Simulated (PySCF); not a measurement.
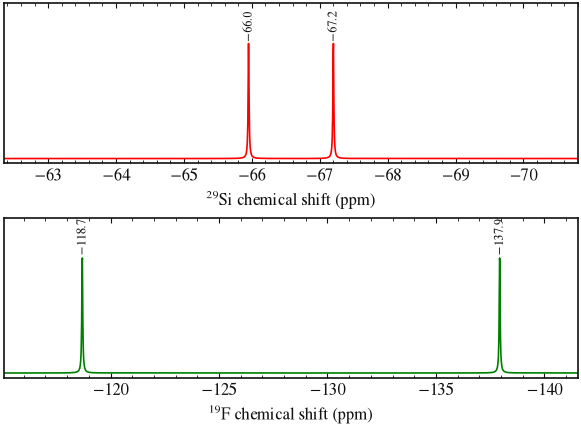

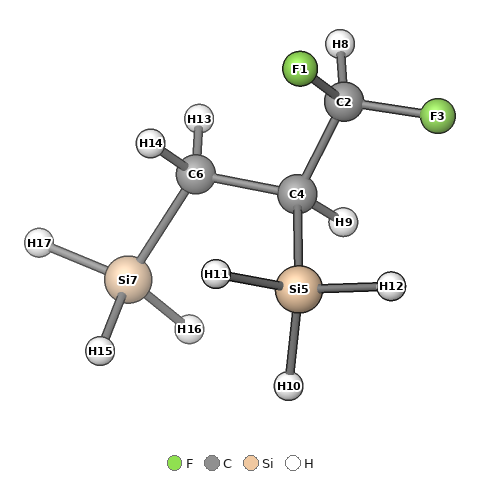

Spectrum and numbered structure of C₃H₁₀F₂Si₂, SMILES FC(F)[C@@H]([SiH3])C[SiH3]. GIAO shifts, PBE0/pcSseg-1 with PySCF, at a PBE0-D3(BJ)/def2-SVP geometry (no frequency check), against TMS for ²⁹Si and CFCl₃ for ¹⁹F computed at the same level (¹⁹F: this reference is a hard case for the method, so all values can be off together by tens of ppm, and differences between signals are safer). Gas phase, fully decoupled, line heights follow the number of nuclei, widths are arbitrary (no quadrupolar broadening); values of one conformer, averaged over methyl-type rotors and exact or near symmetry; other conformers aren't averaged in.

Which atoms give which ²⁹Si line?

| δ (ppm) | nuclei | atoms |
| --- | --- | --- |
| −66.0 | 1 | Si7 |
| −67.2 | 1 | Si5 |

The order of signals that lie close, as those under 3 ppm apart, is within the error of the method.

Assign the ¹⁹F signals to the numbered atoms.

```tsv
δ (ppm)	nuclei	atoms
−118.7	1	F3
−137.9	1	F1
```
